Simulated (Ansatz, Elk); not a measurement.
## Bonding as seen by X-rays: Sc3Rh4Pb

The structure of Sc3Rh4Pb used here is made up (a known structure type with other elements) and was relaxed beforehand with PBE. The aim is the Fourier transform of its all-electron density, F(hkl), set beside the sum over free spherical atoms that refinements use.

Calculated with Elk 11.2.3 (patched build); DFT, PBE, all-electron APW+lo, Dirac cores, scalar-relativistic bands, static density, no spin.

The structure was built from a prototype and need not be the compound's stable phase.

## Step 1: Set-up

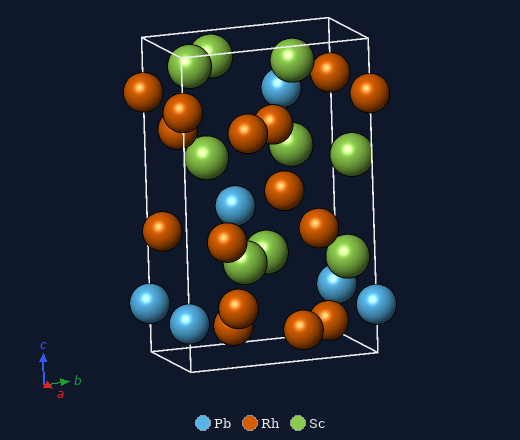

The starting structure, seen slightly off an axis (lead blue, rhodium orange, scandium green). This picture shows the conventional cell, with its axes. Some periodic images of atoms are drawn too.

## Step 2: Ground state and structure factors

An all-electron density is needed, since X-rays see the cores too. Task 0 finds the density and task 195 Fourier-transforms it; tshift is off so that phases refer to the origin typed.

The input, elk.in:

```
tasks
  0
  195

xctype
  20

spinpol
  .false.

rgkmax
  7.0

gmaxvr
  14.0

lmaxo
  7

lmaxapw
  8

swidth
  0.002

tshift
  .false.

ramdisk
  .false.

hmaxvr
  5.5

maxscl
  120

epspot
  1e-06

sppath
  './'

avec
  6.82108159593 3.93815329591 5.92862266480
  -6.82108159593 3.93815329591 5.92862266480
  -0.00000000000 -7.87630659082 5.92862266548

atoms
  3
  'Pb.in'
  1
  0.1538027886 0.1538027886 0.1538027886   0.000000 0.000000 0.000000
  'Rh.in'
  4
  0.3699573205 0.6452310634 0.1766942336   0.000000 0.000000 0.000000
  0.6452310634 0.1766942336 0.3699573205   0.000000 0.000000 0.000000
  0.1766942336 0.3699573205 0.6452310634   0.000000 0.000000 0.000000
  0.8255871344 0.8255871344 0.8255871344   0.000000 0.000000 0.000000
  'Sc.in'
  3
  0.6627601858 0.3356261720 0.8456411016   0.000000 0.000000 0.000000
  0.3356261720 0.8456411016 0.6627601858   0.000000 0.000000 0.000000
  0.8456411016 0.6627601858 0.3356261720   0.000000 0.000000 0.000000

ngridk
  5 5 5
```

Run with:

```
$ OMP_NUM_THREADS=4 elk
```

Numbers of over 12 decimals in the logs are rounded to 6 here.

Output:

```text
┌─────────────────────────┐
│ Elk code version 11.2.3 │
└─────────────────────────┘

All units are atomic (Hartree, Bohr, etc.)

┌─────────────────────────────────────────────────┐
│ Ground-state run starting from atomic densities │
└─────────────────────────────────────────────────┘

Lattice vectors :
   6.821081596       3.938153296       5.928622665
  -6.821081596       3.938153296       5.928622665
  -0.000000000      -7.876306591       5.928622665

Reciprocal lattice vectors :
  0.4605710413      0.2659108147      0.3532684100
 -0.4605710413      0.2659108147      0.3532684100
 -0.4834054001E-17 -0.5318216294      0.3532684100

Unit cell volume      :    955.5445118
Brillouin zone volume :   0.2595904329

Muffin-tin inner radius fraction :   0.1000000000E-01

Nuclei treated as point charges

Species : 1 (Pb)
 parameters loaded from : Pb.in
 name : lead
 nuclear charge    :   -82.00000000
 electronic charge :    82.00000000
 atomic mass :    377702.4943
 muffin-tin radius :    2.755026824
 number of radial points in muffin-tin :   1393
 inner part over the whole radius :   0.9922078061E-02
 number on inner part of muffin-tin    :   1000
 approximate nuclear radius :   0.1047603524E-03
 number of mesh points to nuclear radius :    526
 atomic positions (lattice), magnetic fields (Cartesian) :
  1 :   0.15380279  0.15380279  0.15380279    0.00000000  0.00000000  0.00000000

Species : 2 (Rh)
 parameters loaded from : Rh.in
 name : rhodium
 nuclear charge    :   -45.00000000
 electronic charge :    45.00000000
 atomic mass :    187585.2511
 muffin-tin radius :    2.558239194
 number of radial points in muffin-tin :   1193
 inner part over the whole radius :   0.9978191988E-02
 number on inner part of muffin-tin    :    849
 approximate nuclear radius :   0.8524867730E-04
 number of mesh points to nuclear radius :    423
 atomic positions (lattice), magnetic fields (Cartesian) :
  1 :   0.36995732  0.64523106  0.17669423    0.00000000  0.00000000  0.00000000
  2 :   0.64523106  0.17669423  0.36995732    0.00000000  0.00000000  0.00000000
  3 :   0.17669423  0.36995732  0.64523106    0.00000000  0.00000000  0.00000000
  4 :   0.82558713  0.82558713  0.82558713    0.00000000  0.00000000  0.00000000

Species : 3 (Sc)
 parameters loaded from : Sc.in
 name : scandium
 nuclear charge    :   -21.00000000
 electronic charge :    21.00000000
 atomic mass :    81949.61073
 muffin-tin radius :    2.400000000
 number of radial points in muffin-tin :    993
 inner part over the whole radius :   0.9898716403E-02
 number on inner part of muffin-tin    :    698
 approximate nuclear radius :   0.6711386133E-04
 number of mesh points to nuclear radius :    323
 atomic positions (lattice), magnetic fields (Cartesian) :
  1 :   0.66276019  0.33562617  0.84564110    0.00000000  0.00000000  0.00000000
  2 :   0.33562617  0.84564110  0.66276019    0.00000000  0.00000000  0.00000000
  3 :   0.84564110  0.66276019  0.33562617    0.00000000  0.00000000  0.00000000

Total number of atoms per unit cell :    8
Total muffin-tin volume :    541.8351491
 ratio of muffin-tin to unit cell volume :   0.5670433375

Spin treatment :
 spin-unpolarised

Number of Bravais lattice symmetries :   12
Number of crystal symmetries         :    3
Crystal has no inversion symmetry
Complex Hermitian eigensolver will be used

k-point grid :      5     5     5
k-point offset :    0.000000000       0.000000000       0.000000000
k-point set is reduced with full crystal symmetry group
Total number of k-points :       45

Muffin-tin radius times maximum |G+k| :    7.000000000
 using average radius
Maximum |G+k| for APW functions       :    2.773927357
Maximum (1/2)|G+k|²                   :    3.847336492
Maximum |G| for potential and density :    14.00000000
Constant for pseudocharge density :   10
 order of it for each species :   17  17  17
 order of it for pair densities of each species (exact exchange by exxq0 0: 18) :   12  10   8
Radial integration step length :    1

[...]
electron entropic           :    -0.14927465391110E-02
 total energy                :     -42364.444514862

Density of states at Fermi energy :    115.4211451
 (states/Hartree/unit cell)

Estimated indirect band gap :   0.1393984881E-02
 from k-point 9 to k-point 17
Estimated direct band gap   :   0.1218583123E-01
 at k-point 8

Charges :
 core                        :    210.0000000
 valence                     :    115.0000000
 interstitial                :    11.82330935
 muffin-tins (core leakage)
  species : 1 (Pb)
[...]
species : 2 (Rh)
[...]
species : 3 (Sc)
[...]
total in muffin-tins        :    313.1766906
 total calculated charge     :    324.9980005
 total charge                :    325.0000000
 error                       :   0.1999502884E-02

RMS change in Kohn-Sham potential (target) :   0.2380299925     (  0.1000000000E-05)
Absolute change in total energy (target)   :   0.5642717967     (  0.1000000000E-03)

[... loops 3 to 17 left out ...]

┌──────────────────┐
│ Loop number : 18 │
└──────────────────┘

Energies :
 Fermi                       :     0.300274
 sum of occupied eigenvalues :     -25702.569324477
 electron kinetic            :      46633.622882176
 core electron kinetic       :      45733.995677388
 Coulomb                     :     -87932.444250265
 Coulomb potential           :     -70948.067480461
 nuclear-nuclear             :     -4246.6910988322
 electron-nuclear            :     -96539.636076768
 Hartree                     :      12853.882925336
 Madelung                    :     -52458.410510034
 xc potential                :     -1388.1247261915
 exchange                    :     -1046.4179512654
 correlation                 :     -17.338420972166
 electron entropic           :    -0.17172234994995E-02
 total energy                :     -42362.579457550

Density of states at Fermi energy :    136.6696600
 (states/Hartree/unit cell)

Estimated indirect band gap :   0.3304229528E-03
 from k-point 2 to k-point 32
Estimated direct band gap   :   0.1199545445E-01
 at k-point 19

Charges :
 core                        :    210.0000000
 valence                     :    115.0000000
 interstitial                :    10.72845923
 muffin-tins (core leakage)
  species : 1 (Pb)
[...]
species : 2 (Rh)
[...]
species : 3 (Sc)
[...]
total in muffin-tins        :    314.2715408
 total calculated charge     :    324.9981258
 total charge                :    325.0000000
 error                       :   0.1874155814E-02

RMS change in Kohn-Sham potential (target) :   0.1529534022E-06 (  0.1000000000E-05)
Absolute change in total energy (target)   :   0.4326436465E-04 (  0.1000000000E-03)

Convergence targets achieved

┌──────────────────┐
│ Loop number : 19 │
└──────────────────┘

Energies :
 Fermi                       :     0.300274
 sum of occupied eigenvalues :     -25702.569320086
 electron kinetic            :      46633.622875756
 core electron kinetic       :      45733.995657941
 Coulomb                     :     -87932.444241071
 Coulomb potential           :     -70948.067455981
 nuclear-nuclear             :     -4246.6910988322
 electron-nuclear            :     -96539.636084031
 Hartree                     :      12853.882941792
 Madelung                    :     -52458.410513081
 xc potential                :     -1388.1247398610
 exchange                    :     -1046.4179512765
 correlation                 :     -17.338420917127
 electron entropic           :    -0.17172238671189E-02
 total energy                :     -42362.579454733

Density of states at Fermi energy :    136.6696920
 (states/Hartree/unit cell)

Estimated indirect band gap :   0.3304331185E-03
 from k-point 5 to k-point 32
Estimated direct band gap   :   0.1199545129E-01
 at k-point 8

Charges :
 core                        :    210.0000000
 valence                     :    115.0000000
 interstitial                :    10.72845796
 muffin-tins (core leakage)
  species : 1 (Pb)
[...]
species : 2 (Rh)
[...]
species : 3 (Sc)
   atom 1                    :    19.21329721     ( -0.2163127899E-06)
   atom 2                    :    19.21329721     ( -0.2163127899E-06)
   atom 3                    :    19.21329721     ( -0.2163127899E-06)
 total in muffin-tins        :    314.2715420
 total calculated charge     :    324.9981258
 total charge                :    325.0000000
 error                       :   0.1874155760E-02

┌──────────────────────────────┐
│ Self-consistent loop stopped │
└──────────────────────────────┘

Warning : the lowest level lies among the core levels :   -2.564397052      -2.467508305

Warning : core states of species 1 leak from the muffin-tin :   0.1508358443E-02

Wrote STATE.OUT
```

Elapsed: 2.8 min, on 4 threads of Arm Neoverse V1, shared host; peak memory 0.31 GiB.

SFACRHO.OUT:

```text

h k l indices transformed by vhmat matrix:
   1.000000000       0.000000000       0.000000000    
   0.000000000       1.000000000       0.000000000    
   0.000000000       0.000000000       1.000000000    

      h      k      l  multipl.   |H|            Re(F)            Im(F)           |F|

      0      0      0      1   0.0000000       325.00000      0.46287819E-16   325.00000    
      1      0      0      3  0.63846129       18.789786       46.348942       50.012803    
     -1      0      0      3  0.63846129       18.789786      -46.348942       50.012803    
     -1     -1      0      3  0.88432377      -23.570616      -8.3818167       25.016570    
      1      1      0      3  0.88432377      -23.570616       8.3818167       25.016570    
      1     -1      0      3  0.92114208       64.862473      -36.901265       74.624686    
      0     -1      1      3  0.92114208       64.862473       36.901265       74.624686    
      1      1      1      1   1.0598052      -40.291720       90.129242       98.725392    
     -1     -1     -1      1   1.0598052      -40.291720      -90.129242       98.725392    
     -1      1     -1      3   1.1207745       73.705185      -8.1509693       74.154518    
     -1      1      1      3   1.1207745       73.705185       8.1509693       74.154518    
      0      0      2      3   1.2769226      -99.298930       49.795918       111.08515    
      0      0     -2      3   1.2769226      -99.298930      -49.795918       111.08515    
     -1     -2      0      3   1.4041687      -40.430846      -2.0708552       40.483846    
      1      2      0      3   1.4041687      -40.430846       2.0708552       40.483846    
     -1      0     -2      3   1.4041687      -199.59145      -15.001696       200.15444    
      2      1      0      3   1.4041687      -199.59145       15.001696       200.15444    
      0     -1      2      3   1.4507372       35.138374      -24.826146       43.023747
```

Elk indexes on the primitive cell of elk.in and gives |H| = 4π sin θ/λ in inverse bohr. Below, one row stands for each form hkl of the conventional cell (m members, Friedel mates merged), F is for one primitive cell and the density is static (no thermal factor). Free-atom factors are Waasmaier and Kirfel's, and R is Σm||F|−|F'||/Σm|F|.

```tsv
hkl	m	sin θ/λ (Å⁻¹)	abs F, DFT	neutral atoms	diff.	abs of complex diff.
101	6	0.096	50.013	50.342	-0.329	0.353
012	6	0.133	25.017	25.087	-0.070	0.078
110	6	0.139	74.625	74.740	-0.115	0.121
003	2	0.159	98.725	98.729	-0.004	0.033
021	6	0.169	74.155	74.217	-0.063	0.063
202	6	0.192	111.085	111.316	-0.231	0.301
2 -1 3	6	0.211	40.484	40.333	+0.151	0.192
113	6	0.211	200.154	201.028	-0.874	0.877
211	6	0.218	43.024	43.236	-0.213	0.375
3 -1 1	6	0.218	187.320	188.148	-0.828	0.851
104	6	0.227	115.946	116.488	-0.541	0.565
3 -2 2	6	0.237	129.402	129.982	-0.580	0.625
122	6	0.237	95.142	95.538	-0.396	0.552
300	6	0.240	121.519	122.035	-0.515	0.515
024	6	0.266	3.082	2.841	+0.241	0.242
220	6	0.277	71.928	71.992	-0.063	0.117
015	6	0.277	87.339	87.758	-0.419	0.493
033	6	0.288	110.841	111.192	-0.351	0.353
303	6	0.288	59.163	59.336	-0.173	0.174
4 -3 1	6	0.293	40.732	40.705	+0.026	0.167
131	6	0.293	59.616	59.746	-0.130	0.157
214	6	0.300	27.599	27.664	-0.065	0.156
```

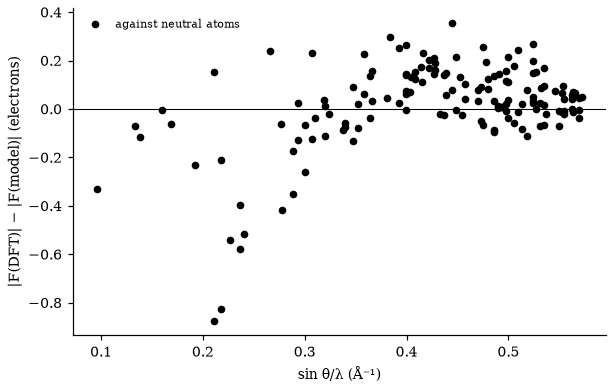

Difference between the calculated structure factors and the independent-atom ones.

## Step 3: The highest occupied states alone

An energy window below the Fermi level keeps the highest occupied states, to see at which angles they scatter; shallow core shells can lie inside it and anion s states outside. No new self-consistency is needed.

elk.in: that of step 2 with these lines changed.

```diff
@@ -1,3 +1,2 @@
 tasks
-  0
   195
@@ -40,2 +39,5 @@
 
+wsfac
+  -0.067220 0.600270
+
 sppath
```

Run with:

```
$ OMP_NUM_THREADS=4 elk
```

Output:

```text
┌─────────────────────────────────┐
│ Elk code version 11.2.3 started │
└─────────────────────────────────┘

Info(readinput): the functional depends on the density's gradient
 muffin-tin radial points multiplied by    2.00000
 (not where nrmtscf is given)

┌────────────────────┐
│ Current task : 195 │
└────────────────────┘
Info(checkmt): changed muffin-tin radius of species 1 (Pb) from   2.8000 to   2.7550
Info(checkmt): changed muffin-tin radius of species 2 (Rh) from   2.6000 to   2.5582

Info(sfacrho): density structure factors written to SFACRHO.OUT

 Energy window :  -0.6722000000E-01  0.6002700000

┌──────────────────┐
│ Elk code stopped │
└──────────────────┘
```

Wall time 30 s (4 threads); peak memory 0.2 GiB.

States within 10 eV below the Fermi level hold 49.00 electrons; any levels below the window count with the cores. Their amplitudes can exceed the total, where window and core parts have opposite phase:

```tsv
hkl	sin θ/λ (Å⁻¹)	abs F, window	abs F, all
101	0.096	2.337	50.013
012	0.133	8.897	25.017
110	0.139	8.175	74.625
003	0.159	12.874	98.725
021	0.169	8.734	74.155
202	0.192	6.016	111.085
2 -1 3	0.211	3.277	40.484
113	0.211	9.406	200.154
211	0.218	7.521	43.024
3 -1 1	0.218	9.335	187.320
```

[end of part 1 of 2]

[Logs are printed without paths, hosts, clocks, repeated set-up lines and the standing remarks that a program may print on its own settings, such as how far it seeks lower states.]

[Hosts, paths, dates, database ids (printed as entryN), source tags and the programs' standing remarks are cut or masked in the printed files.]
